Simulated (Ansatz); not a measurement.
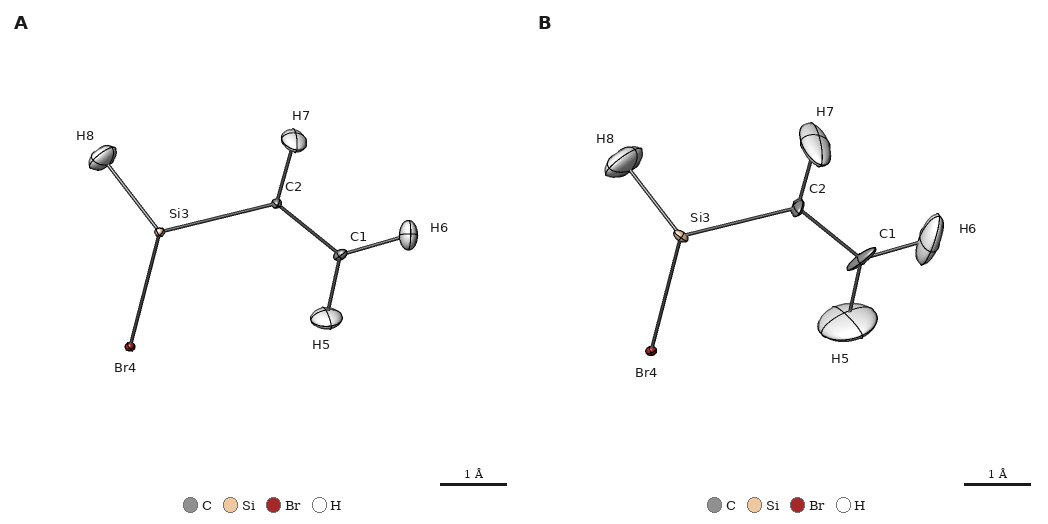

Displacement ellipsoids at the 50 % level, from the internal vibrations of the free molecule (harmonic, no overall translation or rotation; no half-axis is drawn under 0.075 Å). The species is neutral and a spin doublet. Vibrations computed with UKS PBE0-D4/def2-TZVP (Ansatz 0.2.0). One panel is for 0 K (zero-point motion alone), the other for 600 K.

**Which panel is for 600 K?**

B.

**How much does the mean-square displacement of C1 grow, and why?**

U_eq goes from 0.0028 to 0.0156 Å², a factor of 5.6. Modes below kT (417 cm⁻¹ at 600 K) grow about in proportion to T, and the lowest lies at 115 cm⁻¹; the mean-square amplitude of a mode is its zero-point value times coth(ħω/2kT), which comes close to 1 only above about 3kT.
